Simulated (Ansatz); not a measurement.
**Geometry relaxation, with input and output: AlH5O (part 1 of 2)**

AlH5O, SMILES [OH2+][AlH3-], computed with RKS PBE/def2-SVP (Ansatz 0.2.0).

It belongs to a series of runs on one base structure; here: start relaxed. Figures and captions count atoms from 1; the log counts them from 0 in places.

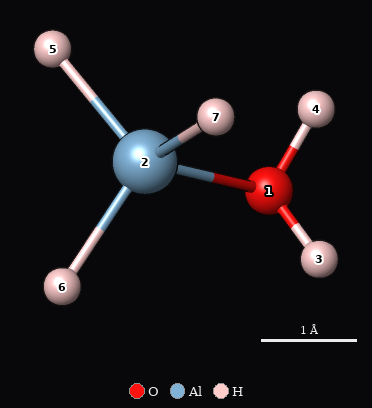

*The input geometry (ball-and-stick view, seen at a tilt; atoms are numbered from 1 in the order of the input). Sticks mark near contacts.*

Input:
```yaml
crystal:
  periodic: [false, false, false]
  atoms:
    - { symbol: O, position_ang: [-0.3473, -1.1963, -0.1185] }
    - { symbol: Al, position_ang: [0.0216, 0.6312, -0.1033] }
    - { symbol: H, position_ang: [-0.6207, -1.3738, 0.801] }
    - { symbol: H, position_ang: [0.5369, -1.5947, -0.3269] }
    - { symbol: H, position_ang: [0.4936, 1.0858, -1.5769] }
    - { symbol: H, position_ang: [-1.2588, 1.492, 0.3353] }
    - { symbol: H, position_ang: [1.236, 0.8878, 0.9436] }
basis:
  gaussian: { orbitals: def2-SVP }
hamiltonian:
  xc: pbe
relax:
  f_tol: 0.02
  max_steps: 40
output:
  orbitals: {}
```

Run on 1 thread of Arm Neoverse V2, 24 GiB of memory available, shared host.

Launched with:
```bash
ansatz run input.yaml --threads 1 --pin off --max-ram 2048MiB --backend cpu --events-out ev --progress --plain --runs-dir out
```

The program's output:
```
The last accepted step is kept in [file] (removed where the run ends without a failure and the disk answers)
Engine: ansatz 0.2.0, aarch64-unknown-linux-gnu
Functional definition: PBE
  parameter kappa = 0.804
  parameter beta = 0.06672455060314922
  exchange = pbe_x(kappa = kappa, mu = beta*pi^2/3)
  correlation = pbe_c(beta = beta)
626 factors; their error is unknown
mean field evaluation 1: about -8710.6221 eV, gradient 4.5e1 eV
mean field evaluation 2: about -8705.4399 eV, gradient 7.2e1 eV
mean field evaluation 4: about -8714.7100 eV, gradient 1.0e0 eV
mean field evaluation 8: about -8714.6899 eV, gradient 7.7e-2 eV
mean field -8714.68992261 eV, -320.2589476270 hartree, gradient 4.0e-5 eV, S^2 0.000000; 0 other end points of the search recorded, 0 dependent functions left out
the calculation of the forces begins
reference -8714.68995936 eV, -320.2589489774 hartree; 13, 13 occupied and 44, 44 virtual orbitals, 626 factors
relax step   1: F+E_penalty+E_count = -8714.68992261 eV  Δ(F+E_penalty+E_count) = +0.000e0 eV  max|allowed force component| = 3.257e0 eV/Å  Δτ_max = 0.0000 Å  (21 SCF iters, accepted)
these checks for a lower state are left out or cut short: starts, cluster_reference, orbital_swaps, neighbouring_geometries, increment
626 factors; their error is unknown
mean field evaluation 16: about -8715.0814 eV, gradient 8.0e-2 eV
mean field -8715.05645301 eV, -320.2724173707 hartree, gradient 1.6e-5 eV, S^2 0.000000; 0 other end points of the search recorded, 0 dependent functions left out
[... from here on the field's lines of each further geometry are left out, up to the last ...]
relax step   2: F+E_penalty+E_count = -8715.05645301 eV  Δ(F+E_penalty+E_count) = -3.665e-1 eV  max|allowed force component| = 1.185e0 eV/Å  Δτ_max = 0.1948 Å  (25 SCF iters, accepted)
relax step   3: F+E_penalty+E_count = -8715.16902197 eV  Δ(F+E_penalty+E_count) = -1.126e-1 eV  max|allowed force component| = 4.220e-1 eV/Å  Δτ_max = 0.1067 Å  (23 SCF iters, accepted)
relax step   4: F+E_penalty+E_count = -8715.18384352 eV  Δ(F+E_penalty+E_count) = -1.482e-2 eV  max|allowed force component| = 1.986e-1 eV/Å  Δτ_max = 0.1445 Å  (24 SCF iters, accepted)
relax step   5: F+E_penalty+E_count = -8715.19084867 eV  Δ(F+E_penalty+E_count) = -7.005e-3 eV  max|allowed force component| = 3.138e-2 eV/Å  Δτ_max = 0.0445 Å  (24 SCF iters, accepted)
relax step   6: F+E_penalty+E_count = -8715.19162074 eV  Δ(F+E_penalty+E_count) = -7.721e-4 eV  max|allowed force component| = 1.476e-2 eV/Å  Δτ_max = 0.0440 Å  (24 SCF iters, accepted)
relax step   7: F+E_penalty+E_count = -8715.18214234 eV  Δ(F+E_penalty+E_count) = +9.478e-3 eV  max|allowed force component| = 5.574e-1 eV/Å  Δτ_max = 0.1261 Å  (23 SCF iters, rejected (line search))
relax step   8: F+E_penalty+E_count = -8715.19182818 eV  Δ(F+E_penalty+E_count) = -2.074e-4 eV  max|allowed force component| = 3.699e-2 eV/Å  Δτ_max = 0.0206 Å  (24 SCF iters, accepted)
relax step   9: F+E_penalty+E_count = -8715.19115142 eV  Δ(F+E_penalty+E_count) = +6.768e-4 eV  max|allowed force component| = 2.802e-1 eV/Å  Δτ_max = 0.0978 Å  (25 SCF iters, rejected (line search))
relax step  10: F+E_penalty+E_count = -8715.19239252 eV  Δ(F+E_penalty+E_count) = -5.643e-4 eV  max|allowed force component| = 3.138e-2 eV/Å  Δτ_max = 0.0488 Å  (23 SCF iters, accepted)
relax step  11: F+E_penalty+E_count = -8715.19290668 eV  Δ(F+E_penalty+E_count) = -5.142e-4 eV  max|allowed force component| = 8.935e-2 eV/Å  Δτ_max = 0.0494 Å  (24 SCF iters, accepted)
relax step  12: F+E_penalty+E_count = -8715.19290826 eV  Δ(F+E_penalty+E_count) = -1.579e-6 eV  max|allowed force component| = 1.891e-1 eV/Å  Δτ_max = 0.0487 Å  (24 SCF iters, accepted)
relax step  13: F+E_penalty+E_count = -8715.19507598 eV  Δ(F+E_penalty+E_count) = -2.168e-3 eV  max|allowed force component| = 1.999e-2 eV/Å  Δτ_max = 0.0717 Å  (24 SCF iters, accepted)
relax step  14: F+E_penalty+E_count = -8715.19062803 eV  Δ(F+E_penalty+E_count) = +4.448e-3 eV  max|allowed force component| = 5.247e-1 eV/Å  Δτ_max = 0.1655 Å  (24 SCF iters, rejected (line search))
relax step  15: F+E_penalty+E_count = -8715.19556663 eV  Δ(F+E_penalty+E_count) = -4.907e-4 eV  max|allowed force component| = 1.498e-1 eV/Å  Δτ_max = 0.0778 Å  (24 SCF iters, accepted)
relax step  16: F+E_penalty+E_count = -8715.19622645 eV  Δ(F+E_penalty+E_count) = -6.598e-4 eV  max|allowed force component| = 1.033e-1 eV/Å  Δτ_max = 0.0353 Å  (22 SCF iters, accepted)
relax step  17: F+E_penalty+E_count = -8715.19685101 eV  Δ(F+E_penalty+E_count) = -6.246e-4 eV  max|allowed force component| = 4.918e-2 eV/Å  Δτ_max = 0.0459 Å  (24 SCF iters, accepted)
relax step  18: F+E_penalty+E_count = -8715.19716265 eV  Δ(F+E_penalty+E_count) = -3.116e-4 eV  max|allowed force component| = 5.774e-2 eV/Å  Δτ_max = 0.0475 Å  (23 SCF iters, accepted)
relax step  19: F+E_penalty+E_count = -8715.19701445 eV  Δ(F+E_penalty+E_count) = +1.482e-4 eV  max|allowed force component| = 1.300e-1 eV/Å  Δτ_max = 0.0434 Å  (24 SCF iters, rejected (line search))
relax step  20: F+E_penalty+E_count = -8715.19750489 eV  Δ(F+E_penalty+E_count) = -3.422e-4 eV  max|allowed force component| = 6.573e-3 eV/Å  Δτ_max = 0.0217 Å  (24 SCF iters, accepted)
relax step  21: F+E_penalty+E_count = -8715.19765217 eV  Δ(F+E_penalty+E_count) = -1.473e-4 eV  max|allowed force component| = 3.741e-2 eV/Å  Δτ_max = 0.0351 Å  (24 SCF iters, accepted)
relax step  22: F+E_penalty+E_count = -8715.19772409 eV  Δ(F+E_penalty+E_count) = -7.191e-5 eV  max|allowed force component| = 3.862e-2 eV/Å  Δτ_max = 0.0217 Å  (24 SCF iters, accepted)
relax step  23: F+E_penalty+E_count = -8715.19779247 eV  Δ(F+E_penalty+E_count) = -6.838e-5 eV  max|allowed force component| = 3.136e-2 eV/Å  Δτ_max = 0.0194 Å  (24 SCF iters, accepted)
the calculation of the forces begins
reference -8715.19787522 eV, -320.2776145410 hartree; 13, 13 occupied and 44, 44 virtual orbitals, 626 factors
relax step  24: F+E_penalty+E_count = -8715.19783989 eV  Δ(F+E_penalty+E_count) = -4.742e-5 eV  max|allowed force component| = 1.734e-2 eV/Å  Δτ_max = 0.0216 Å  (24 SCF iters, accepted)
```

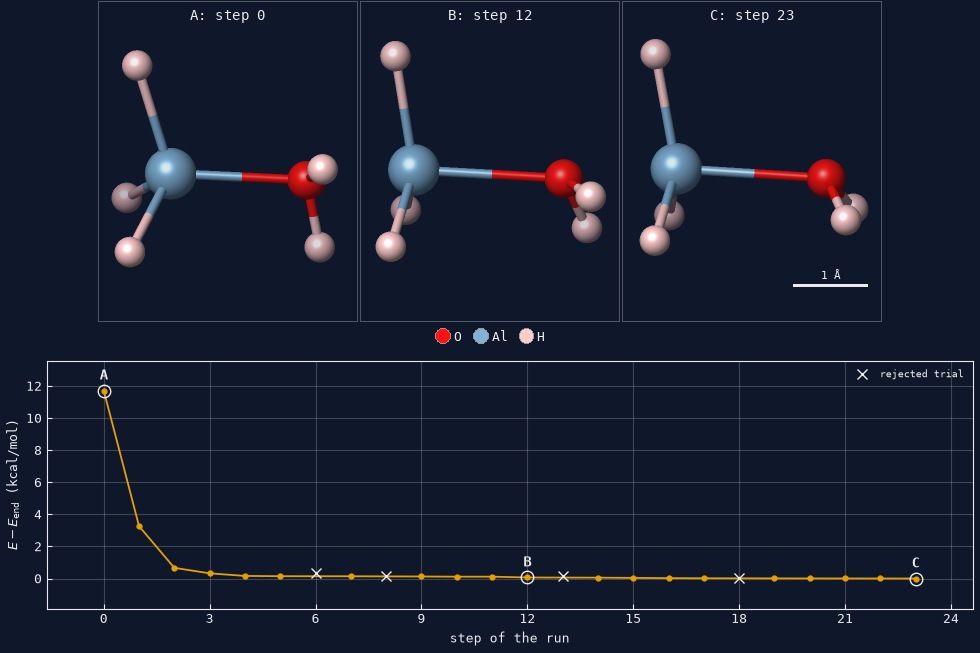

*Frames of the relaxation (ball-and-stick view, seen at a tilt) above the curves, on which the letters mark them (the first geometry is step 0 here and step 1 in the log).*

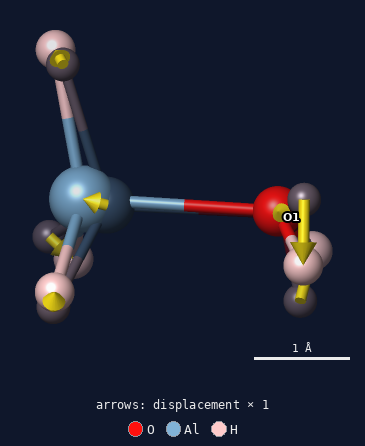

*Start (faint) and end (solid) with the displacements as yellow arrows, at true length (ball-and-stick view, seen at a tilt). The two geometries are laid on each other by the best rigid fit.*

The energy falls by 11.7 kcal/mol in 23 geometry steps. Largest force component: 3.3 eV/Å at the start, 0.017 eV/Å at the end. The line search rejected the trial steps at points 6, 8, 13, 18 (counted from 0) and went back. H4 moves most after the best rigid fit: 0.69 Å. Largest moves by element: H 0.69 Å, Al 0.27 Å, O 0.20 Å. Among the contacts that change: O1–Al2 1.864 → 2.062 Å, O1–H4 0.992 → 0.978 Å, Al2–H6 1.604 → 1.617 Å, Al2–H5 1.613 → 1.606 Å. Among the angles that change: O1–Al2–H6 111.7° → 95.3°, O1–Al2–H7 107.9° → 95.4°, H5–Al2–H6 109.4° → 118.5°. (Atoms are counted from 1 in the order of the input.)

```
626 factors; their error is unknown
mean field -8715.19783989 eV, -320.2776132427 hartree, gradient 6.0e-6 eV, S^2 0.000000; 1 other end points of the search recorded, 0 dependent functions left out
the calculation of the forces begins
reference -8715.19787522 eV, -320.2776145410 hartree; 13, 13 occupied and 44, 44 virtual orbitals, 626 factors
Total energy: -8715.19787522 eV, -320.2776145410 hartree
Atom 0 at    -0.149875    -1.173857    -0.159928 Å, force    -0.000973    -0.010518     0.013535 eV/Å
Atom 1 at     0.143058     0.867092    -0.151523 Å, force     0.005756    -0.005350    -0.000095 eV/Å
Atom 2 at    -0.997027    -1.400511     0.272986 Å, force     0.015097    -0.000052    -0.005363 eV/Å
Atom 3 at     0.545934    -1.629308     0.354897 Å, force    -0.017337     0.009463    -0.008693 eV/Å
Atom 4 at     0.323906     1.223795    -1.706613 Å, force    -0.001717     0.001654     0.001367 eV/Å
Atom 5 at    -1.266523     1.216188     0.560254 Å, force    -0.000205     0.001178    -0.000614 eV/Å
Atom 6 at     1.461826     0.828600     0.784228 Å, force    -0.000621     0.003626    -0.000136 eV/Å
Dipole moment:    -0.148228    -0.926406     0.280007 e Å
```

Trajectory as extended XYZ (Å, eV, eV/Å), 24 frames, from step=1 to step=24:
```
7
Properties=species:S:1:pos:R:3:forces:R:3 step=1 energy=-8714.68992
O    -0.3473   -1.1963   -0.1185    0.1803  -0.8314  -0.4421
Al    0.0216    0.6312   -0.1033    0.5915   3.2566  -0.3459
H    -0.6207   -1.3738    0.8010    0.2058  -0.6473   0.2084
H     0.5369   -1.5947   -0.3269   -0.5815  -0.2752   0.4677
H     0.4936    1.0858   -1.5769   -0.0066  -0.4977  -0.2047
H    -1.2588    1.4920    0.3353   -0.4065  -0.4323   0.1585
H     1.2360    0.8878    0.9436    0.0170  -0.5727   0.1581
7
Properties=species:S:1:pos:R:3:forces:R:3 step=2 energy=-8715.05645
O    -0.3164   -1.0726   -0.1074   -0.0638  -0.9306  -0.1417
Al    0.0574    0.8069   -0.1250    0.2554   1.1847   0.0411
H    -0.5914   -1.3161    0.8027    0.2110  -0.2535  -0.1489
H     0.5251   -1.5393   -0.3272   -0.4110  -0.0565   0.3103
H     0.5196    0.9602   -1.6958   -0.0969   0.0143   0.3874
H    -1.3982    1.3828    0.3893    0.3835  -0.1226  -0.1415
H     1.2651    0.7100    1.0177   -0.2781   0.1641  -0.3067
7
Properties=species:S:1:pos:R:3:forces:R:3 step=3 energy=-8715.16902
O    -0.3285   -1.1172   -0.1034    0.0134  -0.2179  -0.0246
Al    0.0730    0.8449   -0.1191    0.1219   0.4220   0.0604
H    -0.6004   -1.3940    0.7970    0.1087  -0.1101  -0.1172
H     0.4863   -1.6160   -0.3294   -0.1866  -0.0443   0.1465
H     0.5283    0.9997   -1.6657   -0.0474  -0.0213   0.1098
H    -1.3669    1.4001    0.3779    0.1121  -0.0564  -0.0538
H     1.2696    0.8146    0.9970   -0.1219   0.0279  -0.1210
7
Properties=species:S:1:pos:R:3:forces:R:3 step=4 energy=-8715.18384
O    -0.2693   -1.1193   -0.0932   -0.1986  -0.0143  -0.0992
Al    0.0952    0.8740   -0.1116    0.1476   0.1776   0.0107
H    -0.7086   -1.4434    0.7150    0.0017  -0.0608   0.0763
H     0.4943   -1.7029   -0.2577    0.0822  -0.0439   0.0231
H     0.4872    1.0366   -1.6690   -0.0035  -0.0098   0.0552
H    -1.3446    1.3971    0.3997    0.0198  -0.0813  -0.0085
H     1.3071    0.8900    0.9711   -0.0492   0.0325  -0.0576
7
Properties=species:S:1:pos:R:3:forces:R:3 step=5 energy=-8715.19085
O    -0.2878   -1.1281   -0.1112   -0.0145  -0.0109   0.0010
Al    0.1091    0.8863   -0.1154   -0.0079  -0.0096   0.0000
H    -0.7239   -1.4281    0.7108    0.0052  -0.0045  -0.0042
H     0.4959   -1.7010   -0.2279   -0.0074   0.0065   0.0096
H     0.4920    1.0525   -1.6702    0.0063   0.0148   0.0172
H    -1.3447    1.3535    0.4087    0.0314  -0.0116  -0.0049
H     1.3207    0.8969    0.9595   -0.0131   0.0154  -0.0188
7
Properties=species:S:1:pos:R:3:forces:R:3 step=6 energy=-8715.19162
O    -0.2825   -1.1323   -0.1177   -0.0011  -0.0071   0.0031
Al    0.1131    0.8822   -0.1205   -0.0054   0.0079   0.0078
H    -0.7567   -1.4205    0.6872   -0.0034   0.0041  -0.0027
H     0.5073   -1.7043   -0.1856    0.0042  -0.0073   0.0026
H     0.4850    1.0752   -1.6721    0.0033   0.0059  -0.0148
H    -1.3375    1.3316    0.4210   -0.0013  -0.0018   0.0024
H     1.3326    0.9001    0.9420    0.0037  -0.0017   0.0016
7
Properties=species:S:1:pos:R:3:forces:R:3 step=7 energy=-8715.18214 accepted=F
O    -0.2573   -1.1397   -0.1323    0.1378  -0.5574   0.5164
Al    0.1274    0.8796   -0.1320   -0.0165   0.0021   0.0098
H    -0.8575   -1.4047    0.6130    0.4457   0.1907  -0.5156
H     0.5406   -1.7260   -0.0664   -0.5530   0.3822  -0.0120
H     0.4581    1.1348   -1.6821   -0.0095  -0.0072  -0.0325
H    -1.3201    1.2754    0.4562   -0.0311   0.0144   0.0060
H     1.3701    0.9126    0.8978    0.0265  -0.0248   0.0280
```
